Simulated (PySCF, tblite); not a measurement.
Bond stretch in CH (cation, charge +1), singlet.

- NEVPT2 = PySCF with SC-NEVPT2 on CASSCF(4,5)/cc-pVDZ, all electrons correlated
- UCCSD(T) = CCSD(T) on UHF/cc-pVDZ, 1 core orbital frozen run with PySCF 2.14.0
- GFN2-xTB, 300 K electronic temperature (tblite)

Energies are in kJ/mol, each relative to the lowest point of its own curve near equilibrium.

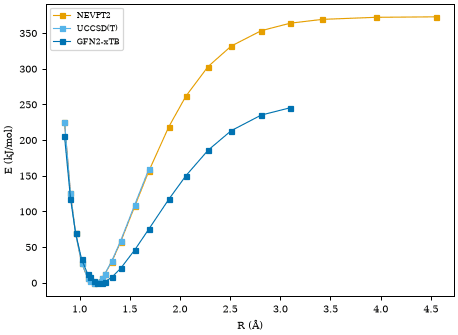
*Energy against bond length for each method.*

```
R / Å  NEVPT2  UCCSD(T)  GFN2-xTB
-----  ------  --------  --------
0.85    225.7     226.1     206.0
0.91    125.4     125.5     118.1
0.96     70.0      69.9      70.1
1.02     28.4      28.2      33.4
1.08      7.0       6.8      12.6
1.10      3.3       3.2       8.3
1.14      0.0       0.0       2.5
1.17      0.6       0.7       0.4
1.22      6.1       6.5       0.0
1.25     11.6      12.1       1.3
1.32     29.1      30.0       7.5
1.41     57.5      59.0      20.3
1.55    107.2     109.4      46.1
1.69    156.5     159.2      75.2
1.89    218.9         —     117.2
2.06    261.7         —     150.1
2.28    303.0         —     185.8
2.51    331.7         —     213.1
2.81    353.4         —     235.1
3.10    363.9         —     245.4
3.42    369.3         —         —
3.95    372.2         —         —
4.55    372.8         —         —
```

Dashes: no converged value, or the column stops at the first point that the program doubted or that broke a chosen test of continuity, which isn't proof of a fault.

The unrestricted determinant behind UCCSD(T) is spin-contaminated at 0.85 to 4.55 Å (<S²> up to 1.1, against 0.00 for a pure singlet).
